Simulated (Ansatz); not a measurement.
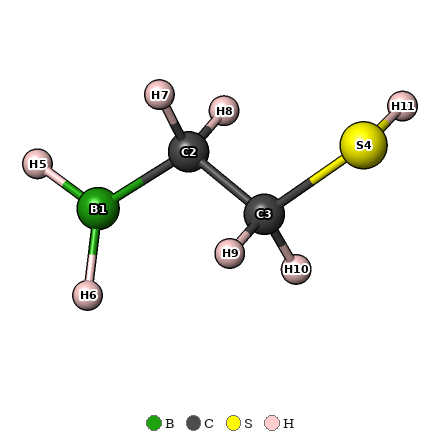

The system is C2H7BS, SMILES BCCS; the picture shows the reference structure. The first coordinate is: bond length B1–C2; the second: dihedral H5–B1–C2–C3. Nothing is relaxed (all other coordinates rigid). The scan uses a 13 × 12 grid. Energies are in kJ/mol, from the lowest grid point. The reference is spin-restricted, which grows unreliable where a bond is stretched far. All numbers below come from Ansatz 0.2.0, RHF/def2-TZVP.

Its coordinates:

| atom | x (Å) | y (Å) | z (Å) |
| --- | --- | --- | --- |
| B | -0.7437 | 1.6140 | 0.1034 |
| C | -0.0992 | 0.2993 | -0.4692 |
| C | 0.4914 | -0.6651 | 0.5533 |
| S | 1.3235 | -2.1207 | -0.1507 |
| H | -1.2434 | 2.3942 | -0.6461 |
| H | -0.7463 | 1.8660 | 1.2696 |
| H | 0.6639 | 0.5954 | -1.1901 |
| H | -0.8537 | -0.2048 | -1.0745 |
| H | 1.2621 | -0.1757 | 1.1360 |
| H | -0.2640 | -1.0001 | 1.2512 |
| H | 0.2749 | -2.6594 | -0.7621 |

Range: bond length B1–C2 from 1.289 to 2.358 Å; dihedral H5–B1–C2–C3 from −180 to 150°.

### What landscape does the calculation give?

The lowest grid point is at bond length B1–C2 = 1.556 Å, dihedral H5–B1–C2–C3 = −180°. There is a further well near bond length B1–C2 = 1.556 Å, dihedral H5–B1–C2–C3 = 0° (0.8 kJ/mol above the lowest at that grid point). The highest grid point, bond length B1–C2 = 2.358 Å, dihedral H5–B1–C2–C3 = −90°, lies 270 kJ/mol above the lowest. On the interpolated surface the easiest way out of the lowest well to the well at about bond length B1–C2 = 1.58 Å, dihedral H5–B1–C2–C3 = 0° passes a barrier of about 13 kJ/mol. Round the minimum the two coordinates are nearly uncoupled.

| dihedral H5–B1–C2–C3 ↓, bond length B1–C2 → | 1.289 | 1.378 | 1.467 | 1.556 | 1.646 | 1.735 | 1.824 | 1.913 | 2.002 | 2.091 | 2.180 | 2.269 | 2.358 |
| --- | --- | --- | --- | --- | --- | --- | --- | --- | --- | --- | --- | --- | --- |
| 150 | 164 | 69 | 20 | 4 | 9 | 27 | 54 | 87 | 122 | 159 | 196 | 233 | 268 |
| 120 | 177 | 79 | 29 | 11 | 14 | 31 | 58 | 90 | 124 | 161 | 197 | 234 | 269 |
| 90 | 182 | 83 | 32 | 13 | 16 | 33 | 59 | 91 | 125 | 161 | 198 | 234 | 270 |
| 60 | 175 | 77 | 27 | 10 | 13 | 31 | 57 | 89 | 124 | 161 | 197 | 234 | 269 |
| 30 | 164 | 68 | 20 | 4 | 8 | 27 | 54 | 87 | 122 | 159 | 196 | 233 | 268 |
| 0 | 158 | 64 | 16 | 1 | 6 | 25 | 53 | 86 | 121 | 158 | 196 | 232 | 268 |
| −30 | 164 | 69 | 21 | 4 | 9 | 28 | 55 | 87 | 123 | 159 | 196 | 233 | 269 |
| −60 | 176 | 78 | 28 | 10 | 14 | 32 | 58 | 90 | 125 | 161 | 198 | 234 | 270 |
| −90 | 182 | 83 | 32 | 14 | 16 | 33 | 59 | 91 | 125 | 162 | 198 | 234 | 270 |
| −120 | 176 | 78 | 28 | 10 | 14 | 31 | 57 | 89 | 124 | 160 | 197 | 234 | 269 |
| −150 | 163 | 68 | 20 | 3 | 8 | 27 | 54 | 86 | 122 | 159 | 196 | 232 | 268 |
| −180 | 157 | 63 | 16 | 0 | 6 | 25 | 52 | 85 | 121 | 158 | 195 | 232 | 268 |

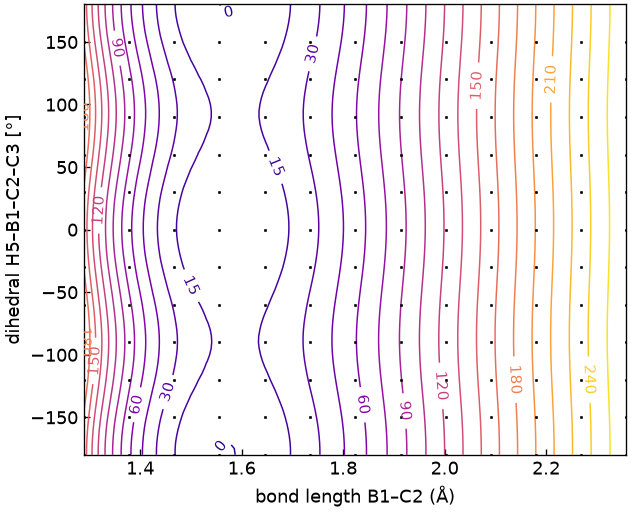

In the figure: contour lines labelled in kJ/mol, dots at the grid points. Between grid points the surface is interpolated.

Time for the 156 points that were run: 12 min on 1 thread of Arm Neoverse V1, on a shared host.
